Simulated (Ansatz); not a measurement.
## Pb(100) slab, 5 layers: from the cell to its phonons

Task: relax Pb(100) slab, 5 layers, then find its harmonic phonons.

Method: DFT PBEsol, scalar-relativistic, plane waves, PAW; PAW set soft_1, in Ansatz 0.2.0.

**1. The structure**

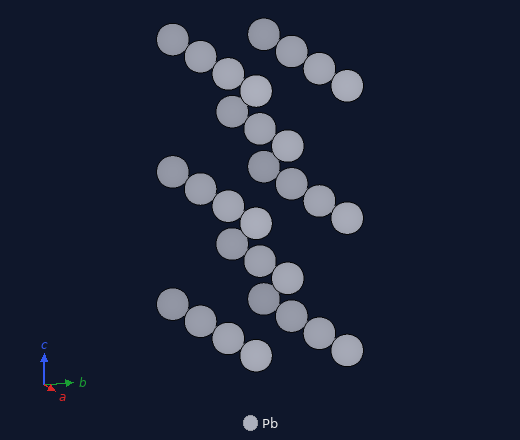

Start, viewed slightly off an axis; lead light grey. 3×1×1 cells are drawn. Some periodic images of atoms are drawn too.

The cell holds 5 atoms: 5 Pb. Its edges and angles: a = 3.500 Å, b = 3.500 Å, c = 22.900 Å, α = 90.0°, β = 90.0°, γ = 90.0°. It derives from Pb. Vacuum lies along c.

**2. Bringing the structure to rest**

Harmonic phonons are second derivatives at a point where the forces vanish, and they are wanted at zero stress, so atoms and cell are relaxed first.

The program solves this slab on a cell height of its own, 43.6 Å, in place of the one typed.

input.yaml

```yaml
crystal:
  lattice:
    - [2.475, 2.475, 0.0]
    - [-2.475, 2.475, 0.0]
    - [0.0, 0.0, 22.9]
  atoms:
    - { symbol: Pb, position: [0.0, 0.0, 0.283843] }
    - { symbol: Pb, position: [0.5, 0.5, 0.391921] }
    - { symbol: Pb, position: [0.0, 0.0, 0.5] }
    - { symbol: Pb, position: [0.5, 0.5, 0.608079] }
    - { symbol: Pb, position: [0.0, 0.0, 0.716157] }
  periodic: [true, true, false]
kpoints:
  mp_grid: { grid: [10, 10, 1] }
hamiltonian:
  xc: pbesol
  pseudopotentials: { kind: paw, azcp: { folder: soft_1 }, xc_functional: pbe }
scf:
  occupations: { method: gaussian, width: 0.1 }
output:
  forces: true
  stress: true
  eigenvalues: true
  write_density: true
  write_potential: true
  elf: true
  volumetric_format: npy
relax:
  adjacent_minimum: "off"
  f_tol: 0.005
  max_steps: 80
  cell: { stress_2d_tol: 0.02 }
```

On the command line:

```bash
> ansatz run input.yaml --threads 4 --pin off --max-ram 16384MiB --backend cpu --events-out ev --progress --plain --runs-dir out
```

Numbers of over 12 decimals in the logs are rounded to 6 here.

Log:

```text
Warning: crystal.periodic: the lattice vector that does not repeat stood 0.000° off the slab's normal, 22.900 Å along it as the deck builds it. The run solves the slab on a vector along the normal, 43.600 Å long, with every atom where it was (on the deck's vector they left 13.00 Å outside them, and the widest stretch free of ions among them is 2.48 Å). A fractional position that the run reports is one of the run's ce [...]
crystal.periodic: the lattice vector that does not repeat stood 0.000° off the slab's normal, 22.900 Å along it as the deck builds it. The run solves the slab on a vector along the normal, 43.600 Å long, with every atom where it was (on the deck's vector they left 13.00 Å outside them, and the widest stretch free of ions among them is 2.48 Å). A fractional position that the run reports is one of the run's cell, which [...]
Engine: ansatz 0.2.0, aarch64-unknown-linux-gnu
Pseudopotentials: kind: paw
Pseudopotential: Pb, paw, valence charge 14, recommended cutoff 420 eV (normal), soft_1/Pb.paw.azcp
Functional definition: PBEsol
  exchange = pbesol_x
  correlation = pbesol_c
Crystal: 5 atoms, lattice volume = 534.154 Å³
Basis set: ecut = 420 eV, 10381 PW (Γ), exchange–correlation on 48×48×600 points (8 copies of the dense FFT grid, shifted against one another)
Bands: 42, of which v1, the nominal top of the filled ones, is band 35 counted from 1 (34 counted from 0)
Symmetry: 16 space group operations
Space group: P4/mmm (ITA 123), of the structure as read, at distance tolerance 8.1e-5 Å
k-points: 21 of 100
Non-local potential: Pb, projectors of the file, l = 0: 2, l = 1: 2, l = 2: 2, l = 3: 1
PAW form: soft (Blöchl's): semilocal exchange-correlation on the pseudo side does not see the compensation charge
PAW frozen core: Pb, regenerated for the run's functional, and the local potential with it (the file was generated under x = pbe(κ = 0.804, μ = 0.219515), c = pbe(β = 0.066725))
PAW one-centre angular grid: Pb, 590 points (default); XC on 64 Gauss nodes
Initial density: superposition of atomic densities (neutral atoms: chi_scale 0, normalization atom)
Initial wavefunctions: pseudopotential atomic-orbital guess
Functional: x = pbesol(κ = 0.804, μ = 0.123457), c = pbesol(β = 0.046)
iter 1 solved again at ethr=1.92e-3 eV; its pass at ethr=3.10e-3 eV (dr2=1.34e0 eV) is discarded
SCF iter   1: F=—  HF=-58785.260085 eV  |F-HF|=—  |Δ(HF+E_count)|=         —  Δρ=5.48e-3  dr2=1.40e0  ethr=1.92e-3  ⟨swp⟩=1.0  Hψ=6316  notcnv=0
preconditioner: auto → LDOS  [metal: Δε(μ)=0.025 eV  Ē_g=15.580 eV  σ=0.100 eV  W_gap=0.14  n_scr=70 (ndim 8)  ℏωp=13.4 eV  f_vac=0.669  D(μ)=5.26/eV (n_scr^D=18)  β→1.0]
SCF iter   2: F=—  HF=-58785.084794 eV  |F-HF|=—  |Δ(HF+E_count)|=   1.75e-1  Δρ=3.62e-3  dr2=1.14e-1  ethr=1.92e-3  ⟨swp⟩=4.3  Hψ=1906  notcnv=0  defer=4
SCF iter   3: F=—  HF=-58785.080049 eV  |F-HF|=—  |Δ(HF+E_count)|=   4.74e-3  Δρ=2.23e-3  dr2=4.79e-2  ethr=1.63e-4  ⟨swp⟩=3.2  Hψ=2274  notcnv=0  defer=21
SCF iter   4: F=—  HF=-58785.065985 eV  |F-HF|=—  |Δ(HF+E_count)|=   1.41e-2  Δρ=2.63e-4  dr2=5.46e-4  ethr=6.85e-5  ⟨swp⟩=3.1  Hψ=2112  notcnv=0  defer=25
SCF iter   5: F=—  HF=-58785.066013 eV  |F-HF|=—  |Δ(HF+E_count)|=   2.77e-5  Δρ=8.87e-5  dr2=1.48e-4  ethr=7.80e-7  ⟨swp⟩=3.7  Hψ=2067  notcnv=0  defer=25
SCF iter   6: F=—  HF=-58785.066006 eV  |F-HF|=—  |Δ(HF+E_count)|=   7.00e-6  Δρ=3.78e-5  dr2=1.02e-5  ethr=2.12e-7  ⟨swp⟩=2.7  Hψ=1675  notcnv=0  defer=27
SCF iter   7: F=—  HF=-58785.065999 eV  |F-HF|=—  |Δ(HF+E_count)|=   6.99e-6  Δρ=9.63e-6  dr2=4.71e-7  ethr=1.46e-8  ⟨swp⟩=3.1  Hψ=1903  notcnv=0  defer=27
iter 8 did not close the SCF: its close was put off until two iterations running show no level that it waits for move by more than its bar (scf_convergence_deferred on its scf_iter line)
SCF iter   8: F=-58785.065999 eV  HF=-58785.065999 eV  |F-HF|=4.26e-9  |Δ(HF+E_count)|=   3.50e-7  Δρ=2.49e-6  dr2=4.00e-8  ethr=1.43e-10  ⟨swp⟩=24.6  Hψ=10758  notcnv=0
iter 9 did not close the SCF: its close was put off until two iterations running show no level that it waits for move by more than its bar (scf_convergence_deferred on its scf_iter line)
SCF iter   9: F=-58785.065999 eV  HF=-58785.065999 eV  |F-HF|=1.33e-8  |Δ(HF+E_count)|=   8.01e-9  Δρ=7.56e-7  dr2=3.69e-9  ethr=5.71e-11  ⟨swp⟩=11.0  Hψ=7866  notcnv=0
SCF iter  10: F=-58785.065999 eV  HF=-58785.065999 eV  |F-HF|=1.93e-9  |Δ(HF+E_count)|=   1.33e-8  Δρ=2.55e-7  dr2=3.75e-10  ethr=5.28e-12  ⟨swp⟩=10.2  Hψ=7226  notcnv=0
SCF 1 converged in 10 iterations: F = -58785.065999 eV  dr2 = 3.75e-10
  greatest PAW one-centre occupation: 0.979 electrons in one spin orbital (limit 2), on the Pb atom at site 4 (counted from 0), in its partial waves of l = 2
relax step   1: F+E_penalty+E_count = -58785.06599936 eV  Δ(F+E_penalty+E_count) = +0.000e0 eV  max|allowed force component| = 1.936e-1 eV/Å  Δτ_max = 0.0000 Å  P = -3.169 N/m  Ω = 534.154 Å³  fix = [c, alpha, beta]  reactions: c +0.000 N/m  (10 SCF iters, dr2 threshold 1.00e-7 eV, accepted)
Crystal: 5 atoms, lattice volume = 516.554 Å³
Basis set: ecut = 420 eV, 10069 PW (Γ), exchange–correlation on 48×48×600 points (8 copies of the dense FFT grid, shifted against one another)
Initial density: handed on by an earlier stage of this run
Initial wavefunctions: those handed on with the density
iter 1 solved again at ethr=2.81e-6 eV; its pass at ethr=3.10e-3 eV (dr2=1.96e-3 eV) is discarded
SCF iter   1: F=—  HF=-58785.129237 eV  |F-HF|=—  |Δ(HF+E_count)|=         —  Δρ=4.91e-4  dr2=2.21e-3  ethr=2.81e-6  ⟨swp⟩=4.7  Hψ=7134  notcnv=0
preconditioner: auto → LDOS  [metal: Δε(μ)=0.050 eV  Ē_g=15.818 eV  σ=0.100 eV  W_gap=0.27  n_scr=62 (ndim 8)  ℏωp=13.7 eV  f_vac=0.678  D(μ)=5.15/eV (n_scr^D=18)  β→1.0]
SCF iter   2: F=—  HF=-58785.129019 eV  |F-HF|=—  |Δ(HF+E_count)|=   2.17e-4  Δρ=2.26e-4  dr2=3.84e-4  ethr=2.81e-6  ⟨swp⟩=2.7  Hψ=1788  notcnv=0
SCF iter   3: F=—  HF=-58785.128957 eV  |F-HF|=—  |Δ(HF+E_count)|=   6.20e-5  Δρ=1.36e-4  dr2=1.65e-4  ethr=5.48e-7  ⟨swp⟩=2.8  Hψ=2235  notcnv=0
SCF iter   4: F=—  HF=-58785.128911 eV  |F-HF|=—  |Δ(HF+E_count)|=   4.58e-5  Δρ=2.12e-5  dr2=1.86e-6  ethr=2.36e-7  ⟨swp⟩=2.5  Hψ=1657  notcnv=0
SCF iter   5: F=—  HF=-58785.128913 eV  |F-HF|=—  |Δ(HF+E_count)|=   1.27e-6  Δρ=8.85e-6  dr2=1.27e-6  ethr=7.14e-10  ⟨swp⟩=24.8  Hψ=12656  notcnv=0
SCF iter   6: F=-58785.128913 eV  HF=-58785.128913 eV  |F-HF|=3.62e-8  |Δ(HF+E_count)|=   3.12e-9  Δρ=2.65e-6  dr2=6.40e-8  ethr=7.14e-10  ⟨swp⟩=13.6  Hψ=9465  notcnv=0
SCF 2 converged in 6 iterations: F = -58785.128913 eV  dr2 = 6.40e-8
[...]
SCF iter   3: F=—  HF=-58785.145191 eV  |F-HF|=—  |Δ(HF+E_count)|=   5.96e-4  Δρ=1.14e-4  dr2=1.13e-4  ethr=2.05e-5  ⟨swp⟩=1.7  Hψ=945  notcnv=0
SCF iter   4: F=—  HF=-58785.145284 eV  |F-HF|=—  |Δ(HF+E_count)|=   9.29e-5  Δρ=7.94e-5  dr2=4.83e-5  ethr=1.61e-7  ⟨swp⟩=3.2  Hψ=1821  notcnv=0
SCF iter   5: F=—  HF=-58785.145269 eV  |F-HF|=—  |Δ(HF+E_count)|=   1.51e-5  Δρ=1.83e-5  dr2=1.97e-6  ethr=6.90e-8  ⟨swp⟩=2.9  Hψ=1882  notcnv=0
SCF iter   6: F=—  HF=-58785.145270 eV  |F-HF|=—  |Δ(HF+E_count)|=   6.24e-7  Δρ=7.56e-6  dr2=7.39e-7  ethr=5.44e-10  ⟨swp⟩=22.5  Hψ=11455  notcnv=0
SCF iter   7: F=-58785.145270 eV  HF=-58785.145270 eV  |F-HF|=4.98e-9  |Δ(HF+E_count)|=   3.08e-8  Δρ=2.52e-6  dr2=8.79e-8  ethr=5.44e-10  ⟨swp⟩=16.0  Hψ=9155  notcnv=0
SCF 3 converged in 7 iterations: F = -58785.145270 eV  dr2 = 8.79e-8
  greatest PAW one-centre occupation: 0.978 electrons in one spin orbital (limit 2), on the Pb atom at site 2 (counted from 0), in its partial waves of l = 2
relax step   3: F+E_penalty+E_count = -58785.14526954 eV  Δ(F+E_penalty+E_count) = -1.636e-2 eV  max|allowed force component| = 2.988e-2 eV/Å  Δτ_max = 0.0833 Å  P = +0.033 N/m  Ω = 505.104 Å³  energy of the carried Pulay correction = +1.432e-3 eV  fix = [c, alpha, beta]  reactions: c +0.000 N/m  (7 SCF iters, dr2 threshold 3.81e-7 eV, accepted)
[...]
relax step   4: F+E_penalty+E_count = -58785.14715136 eV  Δ(F+E_penalty+E_count) = -1.882e-3 eV  max|allowed force component| = 4.117e-3 eV/Å  Δτ_max = 0.0487 Å  P = -0.028 N/m  Ω = 502.579 Å³  energy of the carried Pulay correction = +1.563e-3 eV  fix = [c, alpha, beta]  reactions: c +0.000 N/m  (7 SCF iters, dr2 threshold 5.58e-8 eV, accepted)
[...]
relax step   5: F+E_penalty+E_count = -58785.14719461 eV  Δ(F+E_penalty+E_count) = -4.325e-5 eV  max|allowed force component| = 2.624e-3 eV/Å  Δτ_max = 0.0019 Å  P = +0.016 N/m  Ω = 502.105 Å³  energy of the carried Pulay correction = +1.587e-3 eV  fix = [c, alpha, beta]  reactions: c +0.000 N/m  (6 SCF iters, dr2 threshold 5.04e-10 eV, accepted)
Initial wavefunctions: pseudopotential atomic-orbital guess (no wavefunctions were taken with the density)
iter 1 solved again at ethr=6.65e-7 eV; its pass at ethr=3.10e-3 eV (dr2=4.66e-4 eV) is discarded
SCF iter   1: F=—  HF=-58785.145758 eV  |F-HF|=—  |Δ(HF+E_count)|=         —  Δρ=5.47e-5  dr2=2.48e-6  ethr=6.65e-7  ⟨swp⟩=5.1  Hψ=8918  notcnv=0
preconditioner: auto → LDOS  [metal: Δε(μ)=0.022 eV  Ē_g=15.849 eV  σ=0.100 eV  W_gap=0.12  n_scr=62 (ndim 8)  ℏωp=13.9 eV  f_vac=0.672  D(μ)=5.47/eV (n_scr^D=18)  β→1.0]
SCF iter   2: F=—  HF=-58785.145736 eV  |F-HF|=—  |Δ(HF+E_count)|=   2.18e-5  Δρ=1.08e-5  dr2=4.52e-7  ethr=3.54e-9  ⟨swp⟩=3.4  Hψ=2369  notcnv=0
SCF iter   3: F=—  HF=-58785.145736 eV  |F-HF|=—  |Δ(HF+E_count)|=   2.13e-7  Δρ=3.59e-6  dr2=4.60e-8  ethr=6.45e-10  ⟨swp⟩=2.6  Hψ=1682  notcnv=0
SCF iter   4: F=—  HF=-58785.145736 eV  |F-HF|=—  |Δ(HF+E_count)|=   5.17e-9  Δρ=6.87e-7  dr2=1.50e-9  ethr=6.58e-11  ⟨swp⟩=3.3  Hψ=2362  notcnv=0
SCF iter   5: F=—  HF=-58785.145736 eV  |F-HF|=—  |Δ(HF+E_count)|=   2.41e-9  Δρ=1.33e-7  dr2=1.07e-10  ethr=2.14e-12  ⟨swp⟩=3.0  Hψ=2102  notcnv=0
SCF iter   6: F=—  HF=-58785.145736 eV  |F-HF|=—  |Δ(HF+E_count)|=  1.67e-10  Δρ=3.70e-8  dr2=6.62e-12  ethr=1.00e-12  ⟨swp⟩=1.7  Hψ=1129  notcnv=0
SCF iter   7: F=—  HF=-58785.145736 eV  |F-HF|=—  |Δ(HF+E_count)|=  9.46e-11  Δρ=2.36e-8  dr2=3.66e-12  ethr=1.00e-12  ⟨swp⟩=14.7  Hψ=6925  notcnv=0
SCF iter   8: F=-58785.145736 eV  HF=-58785.145736 eV  |F-HF|=3.78e-10  |Δ(HF+E_count)|=    0.00e0  Δρ=7.28e-9  dr2=2.48e-13  ethr=1.00e-12  ⟨swp⟩=6.9  Hψ=4696  notcnv=0
SCF 6 converged in 8 iterations: F = -58785.145736 eV  dr2 = 2.48e-13
relax step   6: F+E_penalty+E_count = -58785.14573614 eV  Δ(F+E_penalty+E_count) = +1.458e-3 eV  max|allowed force component| = 2.688e-3 eV/Å  Δτ_max = 0.0000 Å  P = +0.008 N/m  Ω = 502.105 Å³  fix = [c, alpha, beta]  reactions: c +0.000 N/m  stress off target by 8.17e-3 N/m on what of the cell is left free  SCF on the basis re-selected at this cell (its energy is not comparable with the rows above)  (8 SCF iters)
basis re-selected at this cell: Δ(F+E_penalty+E_count) = +1.458e-3 eV, ΔP = -0.008 N/m vs the last step (what re-selecting the basis moved, of the pressure what is left beyond the Pulay correction that the steps carried, after the strain that the cell walked since its last selection, with what the two solves' SCF thresholds leave and, on support functions, any second-order correction that the steps lacked; it is no m [...]
WARN: The output density's exchange-correlation potential varies sharply where the density is thin. Do not read a vacuum level from v_tot or v_xc, or from such a field of the output density. On a cell that repeats whose density bears no net charge and no dipole along the vacuum's axis use v_es (v_loc + v_h of the components); under efield.dipole_correction with no amplitude use v_es + v_field, which holds any externa [...]
SCF converged after 8 iterations
Free energy (F): -58785.145736 eV
Harris-Foulkes:  -58785.145736 eV  (|F-HF|=3.78e-10)
Internal energy: -58785.118403 eV  (E = F + TS)
E sigma→0 (E₀):  -58785.132069 eV
Entropy (-TS):   -0.027333 eV (-5.467 meV/atom)
Fermi energy:    -3.755263 eV
--- Per-component energies (eV) ---
  E_band       = -1212.124672
  E_kinetic    = 1467.594561
  E_local      = -264186.556849  (includes V_loc(G=0)·N_el)
  E_nonlocal   = 1536.479116
  E_hartree    = 131006.964550
  E_xc         = -1020.713672
  E_vxc        = -690.287697  (∫ρ·V_xc dr)
  E_paw        = -51215.181743  (= ΣΔE_a)
  E_vpaw       = -1353.282947  (= ΣTr[D̂ρ^β])
  E_aug_tail   = -0.000042  (compensation charges beyond the density's cutoff)
  E_ewald      = 123625.984825
  E_core_change = 0.310851  (= ΣΔE_core)
  E_smearing   = -0.027333  (= −TS)
  E_closure    = 0.000000  (closes the sum)
  Σ components = -58785.145736   (vs F -58785.145736, Δ=0.00e0)
--- Forces (eV/Å), atoms counted from 1 ---
  atom   1  Pb     0.00000000    -0.00000000    -0.00268756
  atom   2  Pb     0.00000000     0.00000000     0.00195316
  atom   3  Pb    -0.00000000    -0.00000000     0.00000000
  atom   4  Pb     0.00000000    -0.00000000    -0.00195316
  atom   5  Pb     0.00000000    -0.00000000     0.00268756
  max |Σ_I F_I| component: 6.47e-29 eV/Å
--- 2D stress c σ (N/m, compression-positive) ---
        0.008173       0.000000       0.000000
       -0.000000       0.008173       0.000000
        0.000000       0.000000       0.000000
  P = ½ c Tr σ = 0.0082 N/m
--- Band table (eV; the first three rows and the last of 21) ---
  k-point 0: bands = [... 31 lower, -5.1812, -3.0269, -1.0518 (-1.0522°), -0.9643 (-0.9643°), -0.9643 (-0.9643°), -0.3824 (-0.3824°), -0.3824 (-0.3824°), -0.2092 (-0.2326°), ... 3 higher]
  k-point 1: bands = [... 31 lower, -5.1308, -3.2806, -2.1683, -1.5554 (-1.5554°), -1.3129 (-1.3129°), -0.8025 (-0.8025°), -0.2293 (-0.2375°), -0.2291 (-0.2291°), ... 3 higher]
  k-point 2: bands = [... 31 lower, -5.3080, -4.5268, -3.8305, -3.1241, -2.1584, -1.4113 (-1.4113°), -0.5081 (-0.5081°), -0.3288 (-0.3288°), ... 3 higher]
  k-point 20: bands = [... 31 lower, -6.7980, -6.2203, -6.2203, -5.0815, -5.0815, -3.6331, -3.6331, -3.0101, ... 3 higher]
  ° read free of the cell's end (the report's vacuum.weakly_bound_levels)
--- Relaxed structure (5 steps of the walk, 5 accepted, 1 SCFs on fresh bases) ---
  F+E_penalty+E_count = -58785.14573614 eV   max|allowed force component| = 2.688e-3 eV/Å   (the final SCF, on the basis selected at the relaxed cell)
  cell:  # Å, volume = 502.1054 Å³
    - [2.399602, 2.399602, 0.0]
    - [-2.399602, 2.399602, 0.0]
    - [0.0, 0.0, 43.5999812]
  atoms:
    - { symbol: Pb, position: [0, 0, 0.147234] }
    - { symbol: Pb, position: [0.5, 0.5, 0.203092] }
    - { symbol: Pb, position: [0, 0, 0.262615] }
    - { symbol: Pb, position: [0.5, 0.5, 0.322137] }
    - { symbol: Pb, position: [0, 0, 0.377996] }
```

Wall time 55 s (4 threads of Arm Neoverse V2, shared host); peak memory 1 GiB.

The steps of the relaxation:

```
step  energy less that of the first step (eV)  largest force component (eV/Å)  volume (Å³)
   1                                   0.0000                          0.1936       534.15
   2                                  -0.0629                          0.0667       516.55
   3                                  -0.0793                          0.0299       505.10
   4                                  -0.0812                          0.0041       502.58
   5                                  -0.0812                          0.0026       502.11
  6*                                  -0.0797                          0.0027       502.11
```

Relaxation steps marked * repeat the geometry before them on a plane-wave basis chosen anew for their cell, so energy and pressure can jump there.

The run keeps the 16 symmetry operations that it works with, so distortions that break them were not tested.

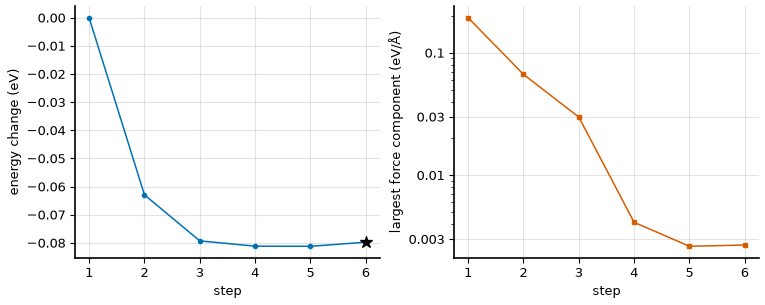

Energy and largest force along the relaxation. Stars mark steps on a basis chosen anew.

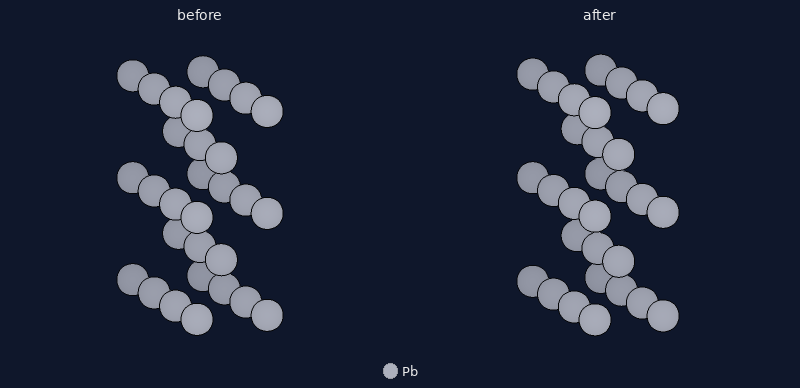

The structure before and after the relaxation, drawn at the same scale.

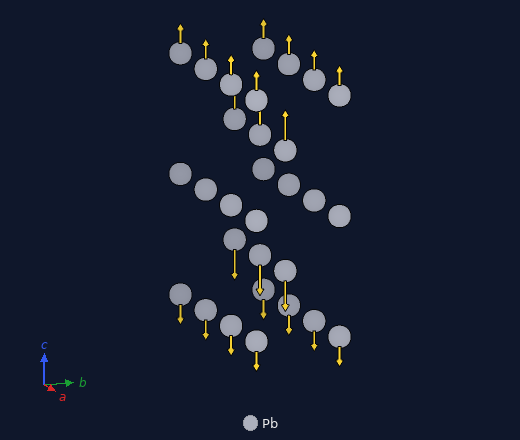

Displacements in the relaxation, exaggerated, measured against the changing cell; the longest in the cell stands for 0.12 Å. 3×1×1 cells are drawn. Some periodic images of atoms are drawn too.

```csv
cell as run,before,after,change
a (Å),3.500,3.394,-3.0 %
b (Å),3.500,3.394,-3.0 %
```

The atoms that moved most (Å, along periodic axes as changes of fractional coordinates times the final cell, across vacuum about the mean position):

```
atom     dx     dy      dz  length
 Pb4  0.000  0.000   0.120   0.120
 Pb2  0.000  0.000  -0.120   0.120
 Pb1  0.000  0.000  -0.081   0.081
 Pb5  0.000  0.000   0.081   0.081
```

Final coordinates:

```cif
data_structure
_symmetry_space_group_name_H-M 'P 1'
_symmetry_Int_Tables_number 1
_cell_length_a 3.3936
_cell_length_b 3.3936
_cell_length_c 43.6000
_cell_angle_alpha 90.000
_cell_angle_beta 90.000
_cell_angle_gamma 90.000
_cell_volume 502.11
loop_
_atom_site_label
_atom_site_type_symbol
_atom_site_fract_x
_atom_site_fract_y
_atom_site_fract_z
_atom_site_occupancy
Pb1 Pb 0.00000 0.00000 0.14723 1
Pb2 Pb 0.50000 0.50000 0.20309 1
Pb3 Pb 0.00000 0.00000 0.26261 1
Pb4 Pb 0.50000 0.50000 0.32214 1
Pb5 Pb 0.00000 0.00000 0.37800 1
```

This step gave:

```yaml
gap_on_the_k_mesh: 0 eV
area_per_atom: 2.303 Å²
```

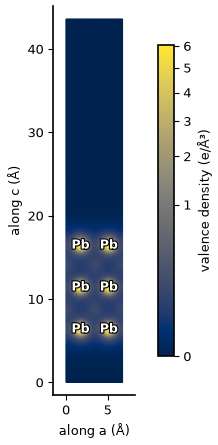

Valence density in the ac plane at fractional y = 0.000, with atoms of Pb within 0.2 Å of it. It is the smooth field of the valence electrons, not physical close to the nuclei. The map starts off the cell's origin, so that atoms lie inside it. The colour scale is stretched toward low values.

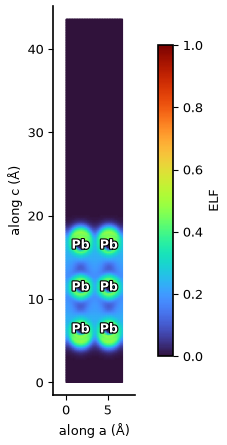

ELF in the ac plane at fractional y = 0.000, with atoms of Pb within 0.2 Å of it. It is the smooth field of the valence electrons, not physical close to the nuclei. The map starts off the cell's origin, so that atoms lie inside it.

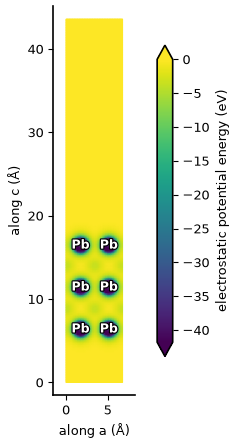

Electrostatic potential energy in the ac plane at fractional y = 0.000, with atoms of Pb within 0.2 Å of it. With pseudopotentials it is smooth inside the atoms' cores, unlike the true potential. The map starts off the cell's origin, so that atoms lie inside it.

The cell shrank by 3.0 % in its periodic edges. From the first step to the last the energy fell by 0.080 eV, across changes of basis, and the largest move was 0.12 Å (Pb4 and 1 other atom alike).

(Part 1 of 2 ends here.)

[Logs are printed without paths, hosts, clocks, repeated set-up lines and the standing remarks that a program may print on its own settings, such as how far it seeks lower states.]

[Hosts, paths, dates, database ids (printed as entryN), source tags and the programs' standing remarks are cut or masked in the printed files.]
